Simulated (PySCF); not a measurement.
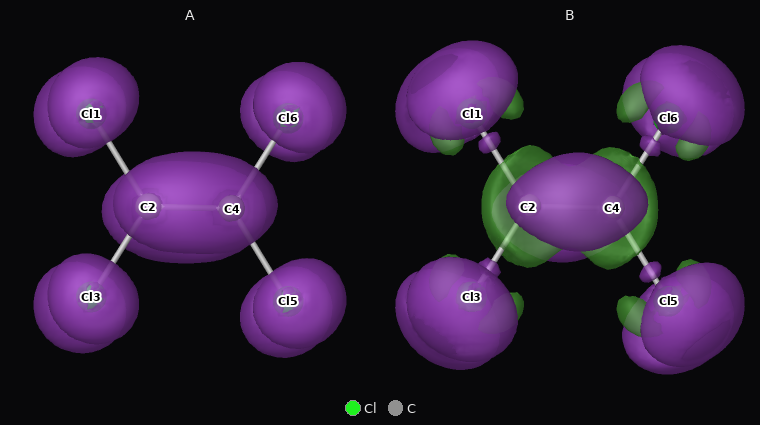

C$_{2}$Cl$_{4}$, SMILES `ClC(Cl)=C(Cl)Cl`. The Fukui function f⁻ from two separate SCF calculations and the density of the HOMO, at ±0.015 e/Å³ (purple positive, green negative).

PySCF calculation, PBE0/def2-TZVP, gas phase; geometry: GFN2-xTB. No frequency check shows the geometry to be a minimum. GFN2-xTB bond lengths at metals and heavier atoms can be off by up to 0.1 Å and shapes distorted, which carries into these values.

Q: Which panel is which, and how good is the frozen-orbital picture?

A: B is f⁻ (it has negative regions), A the HOMO density. The HOMO lies on C2 and C4 (21 % each) and Cl1, Cl3, Cl5 and Cl6 (15 % each); f⁻ (Hirshfeld-condensed) is largest on Cl1, Cl3, Cl5 and Cl6 (0.20 each); the vertical ionisation energy is 9.22 eV (the stability of the cation's solution wasn't checked). Relaxation shifts 21 % of the electron between atoms. The orbital energy is −7.31 eV.

Run time: 2.4 min on 1 thread of Arm Neoverse V2 (shared host), peak memory 0.93 GiB.
